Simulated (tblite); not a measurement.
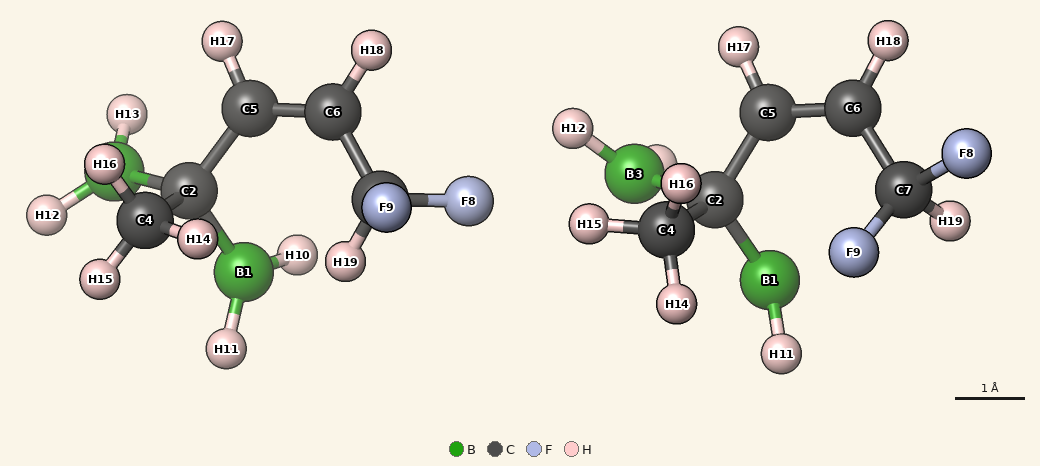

Two geometries of C5H10B2F2, drawn at one scale. One is the start of a relaxation, the other its converged end. Style: ball-and-stick. Shown at a tilt.

The calculation used tblite, GFN2-xTB geometry optimisation, gas phase. 

### Which one is relaxed?

The left one is the relaxed one. The atom that moves furthest after the best rigid fit is F8 (1.55 Å). Largest moves by element: F 1.55 Å, H 1.43 Å, B 0.16 Å, C 0.16 Å. Near-neighbour distances that change, for instance: C7–F8 1.413 → 1.358 Å, C2–C4 1.499 → 1.548 Å, C4–H15 1.129 → 1.086 Å, B1–H10 1.202 → 1.169 Å. Among the angles between lasting bonds that change: B3–C2–C5 104.0° → 112.9°, B3–C2–C4 104.5° → 112.2°, H10–B1–H11 112.9° → 120.1°. Groups turn about C6–C7 by about 75°, C2–C4 by about 60°. Over 168 geometry steps the energy falls by 1.338 eV. Cost: 2 s on 1 thread of Arm Neoverse N1, with other jobs on the host.
